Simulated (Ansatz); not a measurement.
BSiH5ClF: nudged elastic band (part 1 of 2)

BSiH5ClF, computed with RKS PBE0-D4/6-31G* (Ansatz 0.2.0).

It belongs to a series of runs on one base structure; here: band between the two ends. Figures and captions count atoms from 1; the log counts them from 0 in places.

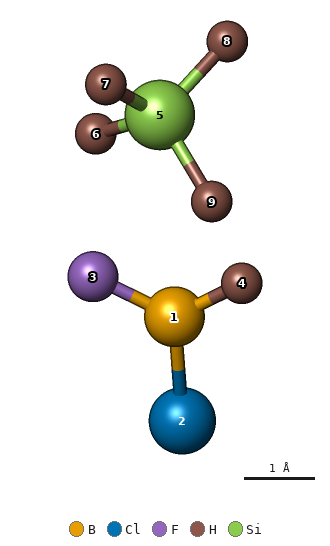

Figure 1. The input geometry (ball-and-stick view, seen at an oblique angle; atoms are numbered from 1 in the order of the input). Bond lengths as drawn: B–Cl 1.75 Å, B–F 1.31 Å, B–H 1.19 Å and H–Si 1.49 Å.

Summary:

```tsv
quantity	value
outcome	converged
barrier, forward	2.000 eV
barrier, backward	0.612 eV
hardware	1 thread of Arm Neoverse V2, 24 GiB of memory available, shared host
wall time	20 min
peak memory	0.17 GiB
```

Notes:

The order of the saddle point was not checked.

Input file:
```yaml
crystal:
  periodic: [false, false, false]
  atoms:
    - { symbol: B, position_ang: [0.101065, -0.810825, 0.089331] }
    - { symbol: Cl, position_ang: [0.168066, -1.748831, 1.563501] }
    - { symbol: F, position_ang: [1.201778, -0.246324, -0.35558] }
    - { symbol: H, position_ang: [-0.922033, -0.698767, -0.508911] }
    - { symbol: Si, position_ang: [0.022193, 2.946407, 1.06174] }
    - { symbol: H, position_ang: [0.98531, 3.304379, 2.136132] }
    - { symbol: H, position_ang: [0.728903, 2.87101, -0.243655] }
    - { symbol: H, position_ang: [-1.056852, 3.967565, 0.989942] }
    - { symbol: H, position_ang: [-0.585932, 1.622187, 1.3742] }
basis:
  gaussian: { orbitals: "6-31G*" }
hamiltonian:
  xc: pbe0
  dispersion: d4
neb:
  order_check: false
  images: 9
  f_tol: 0.03
  max_iterations: 59
  final_atoms:
    - { symbol: B, position_ang: [0.20793915, 0.52832635, -0.33113901] }
    - { symbol: Cl, position_ang: [-0.7799889, -0.49830823, 2.35491046] }
    - { symbol: F, position_ang: [1.37541171, -0.10170857, -0.32493058] }
    - { symbol: H, position_ang: [-0.71858508, -0.0448613, -0.84045462] }
    - { symbol: Si, position_ang: [0.12108464, 2.42974576, 0.39607907] }
    - { symbol: H, position_ang: [0.90982918, 2.55841254, 1.6609727] }
    - { symbol: H, position_ang: [0.71462071, 3.38578086, -0.58766516] }
    - { symbol: H, position_ang: [-1.27641352, 2.86704363, 0.67472535] }
    - { symbol: H, position_ang: [0.08860012, 0.08236996, 3.10420179] }
  initial_path:
    images:
      - { positions_ang: [[0.101065, -0.810825, 0.089331], [0.168066, -1.748831, 1.563501], [1.201778, -0.246324, -0.35558], [-0.922033, -0.698767, -0.508911], [0.022193, 2.946407, 1.06174], [0.98531, 3.304379, 2.136132], [0.728903, 2.87101, -0.243655], [-1.056852, 3.967565, 0.989942], [-0.585932, 1.622187, 1.3742]] }
      - { positions_ang: [[0.08310957, -0.65010413, 0.07392632], [0.13210553, -1.39591896, 1.6952145], [1.19366145, -0.19907551, -0.41161458], [-0.9402167, -0.56241341, -0.52579422], [0.03724858, 2.78375985, 0.98950259], [0.92017384, 3.08150429, 2.11825861], [0.77083898, 2.87770287, -0.23696248], [-1.09540096, 3.71326531, 0.93438856], [-0.45902228, 1.5580807, 1.46978069]] }
      - { positions_ang: [[0.06515413, -0.48938326, 0.05852164], [0.09614507, -1.04300693, 1.82692799], [1.1855449, -0.15182702, -0.46764915], [-0.95840041, -0.42605982, -0.54267744], [0.05230416, 2.6211127, 0.91726517], [0.85503768, 2.85862958, 2.10038522], [0.81277495, 2.88439574, -0.23026995], [-1.13394992, 3.45896561, 0.87883512], [-0.33211255, 1.4939744, 1.56536139]] }
      - { positions_ang: [[0.0471987, -0.32866239, 0.04311696], [0.0601846, -0.69009489, 1.95864149], [1.17742835, -0.10457854, -0.52368373], [-0.97658411, -0.28970622, -0.55956065], [0.06735974, 2.45846556, 0.84502776], [0.78990151, 2.63575486, 2.08251183], [0.85471093, 2.8910886, -0.22357743], [-1.17249889, 3.20466592, 0.82328168], [-0.20520283, 1.4298681, 1.66094208]] }
      - { positions_ang: [[0.02924327, -0.16794153, 0.02771228], [0.02422414, -0.33718285, 2.09035499], [1.16931179, -0.05733005, -0.5797183], [-0.99476782, -0.15335263, -0.57644387], [0.08241531, 2.29581841, 0.77279035], [0.72476535, 2.41288015, 2.06463844], [0.89664691, 2.89778147, -0.2168849], [-1.21104785, 2.95036623, 0.76772824], [-0.0782931, 1.3657618, 1.75652277]] }
      - { positions_ang: [[0.01128783, -0.00722066, 0.0123076], [-0.01173633, 0.01572918, 2.22206849], [1.16119524, -0.01008156, -0.63575288], [-1.01295152, -0.01699904, -0.59332709], [0.09747089, 2.13317126, 0.70055294], [0.65962919, 2.19000544, 2.04676506], [0.93858289, 2.90447434, -0.21019238], [-1.24959681, 2.69606653, 0.7121748], [0.04861662, 1.3016555, 1.85210347]] }
      - { positions_ang: [[0.0506181, 0.09988874, -0.05638172], [-0.16538684, -0.0870783, 2.24863688], [1.20403854, -0.02840696, -0.57358842], [-0.95407823, -0.02257149, -0.64275259], [0.10219364, 2.19248616, 0.63965816], [0.70966919, 2.26368686, 1.96960659], [0.89379045, 3.00073564, -0.28568694], [-1.25496015, 2.73026195, 0.70468491], [0.05661332, 1.05779839, 2.10252313]] }
      - { positions_ang: [[0.08994836, 0.20699814, -0.12507105], [-0.31903736, -0.18988578, 2.27520528], [1.24688183, -0.04673237, -0.51142396], [-0.89520495, -0.02814394, -0.6921781], [0.10691639, 2.25180106, 0.57876339], [0.75970918, 2.33736828, 1.89244812], [0.84899801, 3.09699695, -0.36118149], [-1.26032349, 2.76445737, 0.69719502], [0.06461002, 0.81394129, 2.3529428]] }
      - { positions_ang: [[0.12927862, 0.31410755, -0.19376037], [-0.47268787, -0.29269327, 2.30177367], [1.28972512, -0.06505777, -0.4492595], [-0.83633166, -0.03371639, -0.74160361], [0.11163914, 2.31111596, 0.51786861], [0.80974918, 2.4110497, 1.81528964], [0.80420558, 3.19325825, -0.43667605], [-1.26568684, 2.79865279, 0.68970513], [0.07260672, 0.57008418, 2.60336246]] }
      - { positions_ang: [[0.16860888, 0.42121695, -0.26244969], [-0.62633839, -0.39550075, 2.32834207], [1.33256841, -0.08338317, -0.38709504], [-0.77745837, -0.03928885, -0.79102911], [0.11636189, 2.37043086, 0.45697384], [0.85978918, 2.48473112, 1.73813117], [0.75941314, 3.28951956, -0.51217061], [-1.27105018, 2.83284821, 0.68221524], [0.08060342, 0.32622707, 2.85378213]] }
      - { positions_ang: [[0.20793915, 0.52832635, -0.33113901], [-0.7799889, -0.49830823, 2.35491046], [1.37541171, -0.10170857, -0.32493058], [-0.71858508, -0.0448613, -0.84045462], [0.12108464, 2.42974576, 0.39607907], [0.90982918, 2.55841254, 1.6609727], [0.71462071, 3.38578086, -0.58766516], [-1.27641352, 2.86704363, 0.67472535], [0.08860012, 0.08236996, 3.10420179]] }
```

Command:
```bash
ansatz run input.yaml --threads 1 --pin off --max-ram 2048MiB --backend cpu --events-out ev --progress --plain --runs-dir out
```

What the program printed:
```
Engine: ansatz 0.2.0, aarch64-unknown-linux-gnu
Functional definition: PBE0
  parameter a = 0.25
  parameter kappa = 0.804
  parameter beta = 0.06672455060314922
  exchange = (1 - a)*pbe_x(kappa = kappa, mu = beta*pi^2/3) + a*exact_x
  correlation = pbe_c(beta = beta)
832 factors; integrals over basis functions are off by at most 7.1e-4 eV
mean field evaluation 1: about -23863.7568 eV, gradient 2.2e1 eV
mean field evaluation 2: about -23863.2230 eV, gradient 3.1e1 eV
mean field evaluation 4: about -23864.5758 eV, gradient 7.0e-1 eV
mean field evaluation 8: about -23864.5988 eV, gradient 7.1e-3 eV
mean field -23864.59879982 eV, -877.0078298874 hartree, gradient 2.5e-5 eV, S^2 0.000000; 0 other end points of the search recorded, 0 dependent functions left out
the calculation of the forces begins
reference -23864.59882638 eV, -877.0078308634 hartree; 25, 25 occupied and 53, 53 virtual orbitals, 832 factors
833 factors; integrals over basis functions are off by at most 7.9e-4 eV
mean field evaluation 16: about -23863.1438 eV, gradient 3.5e0 eV
mean field -23863.18779432 eV, -876.9559763915 hartree, gradient 1.0e-5 eV, S^2 0.000000; 0 other end points of the search recorded, 0 dependent functions left out
[... from here on the field's lines of each further geometry are left out, up to the last ...]
NEB iter   1: max|band force component| = 1.262e1 eV/Å  barrier→ = 6.0650 eV  barrier← = 4.6772 eV  Δτ_max = 0.1978 Å  (264 SCF iters)
NEB iter   2: max|band force component| = 4.567e0 eV/Å  barrier→ = 3.6579 eV  barrier← = 2.2702 eV  Δτ_max = 0.2000 Å  (274 SCF iters)
NEB iter   3: max|band force component| = 1.559e0 eV/Å  barrier→ = 2.7820 eV  barrier← = 1.3942 eV  Δτ_max = 0.2000 Å  (263 SCF iters)
NEB iter   4: max|band force component| = 2.334e0 eV/Å  barrier→ = 2.7084 eV  barrier← = 1.3207 eV  Δτ_max = 0.1003 Å  (252 SCF iters)
NEB iter   5: max|band force component| = 1.841e0 eV/Å  barrier→ = 2.6460 eV  barrier← = 1.2582 eV  Δτ_max = 0.1005 Å  (248 SCF iters)
NEB iter   6: max|band force component| = 1.045e0 eV/Å  barrier→ = 2.2575 eV  barrier← = 0.8697 eV  Δτ_max = 0.1005 Å  (239 SCF iters)
NEB iter   7: max|band force component| = 7.346e-1 eV/Å  barrier→ = 2.0281 eV  barrier← = 0.6403 eV  Δτ_max = 0.1006 Å  (234 SCF iters)
NEB iter   8: max|band force component| = 7.564e-1 eV/Å  barrier→ = 1.8833 eV  barrier← = 0.4955 eV  Δτ_max = 0.0507 Å  (239 SCF iters)
NEB iter   9: max|band force component| = 5.712e-1 eV/Å  barrier→ = 1.8521 eV  barrier← = 0.4643 eV  CI = image 6  Δτ_max = 0.0502 Å  (238 SCF iters)
NEB iter  10: max|band force component| = 5.148e-1 eV/Å  barrier→ = 1.8961 eV  barrier← = 0.5083 eV  CI = image 6  Δτ_max = 0.1019 Å  (237 SCF iters)
NEB iter  11: max|band force component| = 5.870e-1 eV/Å  barrier→ = 1.9995 eV  barrier← = 0.6117 eV  CI = image 6  Δτ_max = 0.0505 Å  (245 SCF iters)
NEB iter  12: max|band force component| = 4.279e-1 eV/Å  barrier→ = 2.0375 eV  barrier← = 0.6497 eV  CI = image 6  Δτ_max = 0.0504 Å  (237 SCF iters)
NEB iter  13: max|band force component| = 6.493e-1 eV/Å  barrier→ = 2.0455 eV  barrier← = 0.6577 eV  CI = image 6  Δτ_max = 0.0251 Å  (241 SCF iters)
NEB iter  14: max|band force component| = 2.001e-1 eV/Å  barrier→ = 2.0419 eV  barrier← = 0.6542 eV  CI = image 6  Δτ_max = 0.0503 Å  (242 SCF iters)
NEB iter  15: max|band force component| = 9.383e-2 eV/Å  barrier→ = 2.0362 eV  barrier← = 0.6485 eV  CI = image 6  Δτ_max = 0.1002 Å  (236 SCF iters)
NEB iter  16: max|band force component| = 5.889e-1 eV/Å  barrier→ = 2.0338 eV  barrier← = 0.6460 eV  CI = image 6  Δτ_max = 0.0499 Å  (234 SCF iters)
NEB iter  17: max|band force component| = 1.449e-1 eV/Å  barrier→ = 2.0302 eV  barrier← = 0.6425 eV  CI = image 6  Δτ_max = 0.1001 Å  (234 SCF iters)
NEB iter  18: max|band force component| = 1.252e0 eV/Å  barrier→ = 2.0246 eV  barrier← = 0.6368 eV  CI = image 6  Δτ_max = 0.0502 Å  (236 SCF iters)
NEB iter  19: max|band force component| = 9.475e-1 eV/Å  barrier→ = 2.0200 eV  barrier← = 0.6322 eV  CI = image 6  Δτ_max = 0.0997 Å  (241 SCF iters)
NEB iter  20: max|band force component| = 1.791e0 eV/Å  barrier→ = 2.0154 eV  barrier← = 0.6277 eV  CI = image 6  Δτ_max = 0.0503 Å  (240 SCF iters)
NEB iter  21: max|band force component| = 4.856e-1 eV/Å  barrier→ = 2.0120 eV  barrier← = 0.6242 eV  CI = image 6  Δτ_max = 0.0250 Å  (239 SCF iters)
NEB iter  22: max|band force component| = 1.855e-1 eV/Å  barrier→ = 2.0100 eV  barrier← = 0.6222 eV  CI = image 6  Δτ_max = 0.0501 Å  (240 SCF iters)
NEB iter  23: max|band force component| = 2.331e-1 eV/Å  barrier→ = 2.0074 eV  barrier← = 0.6196 eV  CI = image 6  Δτ_max = 0.0250 Å  (238 SCF iters)
NEB iter  24: max|band force component| = 3.891e-1 eV/Å  barrier→ = 2.0058 eV  barrier← = 0.6180 eV  CI = image 6  Δτ_max = 0.0125 Å  (231 SCF iters)
NEB iter  25: max|band force component| = 1.087e-1 eV/Å  barrier→ = 2.0050 eV  barrier← = 0.6173 eV  CI = image 6  Δτ_max = 0.0252 Å  (223 SCF iters)
NEB iter  26: max|band force component| = 3.511e-1 eV/Å  barrier→ = 2.0037 eV  barrier← = 0.6159 eV  CI = image 6  Δτ_max = 0.0125 Å  (231 SCF iters)
NEB iter  27: max|band force component| = 1.223e-1 eV/Å  barrier→ = 2.0030 eV  barrier← = 0.6153 eV  CI = image 6  Δτ_max = 0.0250 Å  (217 SCF iters)
NEB iter  28: max|band force component| = 2.143e-1 eV/Å  barrier→ = 2.0020 eV  barrier← = 0.6143 eV  CI = image 6  Δτ_max = 0.0125 Å  (230 SCF iters)
NEB iter  29: max|band force component| = 6.469e-2 eV/Å  barrier→ = 2.0016 eV  barrier← = 0.6138 eV  CI = image 6  Δτ_max = 0.0250 Å  (212 SCF iters)
NEB iter  30: max|band force component| = 3.328e-1 eV/Å  barrier→ = 2.0010 eV  barrier← = 0.6132 eV  CI = image 6  Δτ_max = 0.0125 Å  (239 SCF iters)
NEB iter  31: max|band force component| = 1.854e-1 eV/Å  barrier→ = 2.0007 eV  barrier← = 0.6129 eV  CI = image 6  Δτ_max = 0.0250 Å  (217 SCF iters)
NEB iter  32: max|band force component| = 1.697e-1 eV/Å  barrier→ = 2.0005 eV  barrier← = 0.6127 eV  CI = image 6  Δτ_max = 0.0125 Å  (227 SCF iters)
NEB iter  33: max|band force component| = 2.292e-1 eV/Å  barrier→ = 2.0003 eV  barrier← = 0.6126 eV  CI = image 6  Δτ_max = 0.0062 Å  (214 SCF iters)
NEB iter  34: max|band force component| = 9.162e-2 eV/Å  barrier→ = 2.0003 eV  barrier← = 0.6125 eV  CI = image 6  Δτ_max = 0.0125 Å  (201 SCF iters)
NEB iter  35: max|band force component| = 4.052e-2 eV/Å  barrier→ = 2.0002 eV  barrier← = 0.6124 eV  CI = image 6  Δτ_max = 0.0250 Å  (206 SCF iters)
NEB iter  36: max|band force component| = 4.499e-2 eV/Å  barrier→ = 2.0001 eV  barrier← = 0.6124 eV  CI = image 6  Δτ_max = 0.0125 Å  (221 SCF iters)
NEB iter  37: max|band force component| = 4.351e-2 eV/Å  barrier→ = 2.0001 eV  barrier← = 0.6123 eV  CI = image 6  Δτ_max = 0.0125 Å  (200 SCF iters)
NEB iter  38: max|band force component| = 2.130e-1 eV/Å  barrier→ = 2.0000 eV  barrier← = 0.6123 eV  CI = image 6  Δτ_max = 0.0062 Å  (211 SCF iters)
NEB iter  39: max|band force component| = 9.642e-2 eV/Å  barrier→ = 2.0000 eV  barrier← = 0.6122 eV  CI = image 6  Δτ_max = 0.0125 Å  (200 SCF iters)
NEB iter  40: max|band force component| = 1.262e-1 eV/Å  barrier→ = 2.0000 eV  barrier← = 0.6122 eV  CI = image 6  Δτ_max = 0.0063 Å  (196 SCF iters)
NEB iter  41: max|band force component| = 1.195e-1 eV/Å  barrier→ = 2.0000 eV  barrier← = 0.6122 eV  CI = image 6  Δτ_max = 0.0031 Å  (187 SCF iters)
NEB iter  42: max|band force component| = 3.059e-2 eV/Å  barrier→ = 2.0000 eV  barrier← = 0.6122 eV  CI = image 6  Δτ_max = 0.0063 Å  (181 SCF iters)
NEB iter  43: max|band force component| = 3.338e-2 eV/Å  barrier→ = 2.0000 eV  barrier← = 0.6122 eV  CI = image 6  Δτ_max = 0.0125 Å  (180 SCF iters)
NEB iter  44: max|band force component| = 4.665e-2 eV/Å  barrier→ = 2.0000 eV  barrier← = 0.6122 eV  CI = image 6  Δτ_max = 0.0063 Å  (188 SCF iters)
```
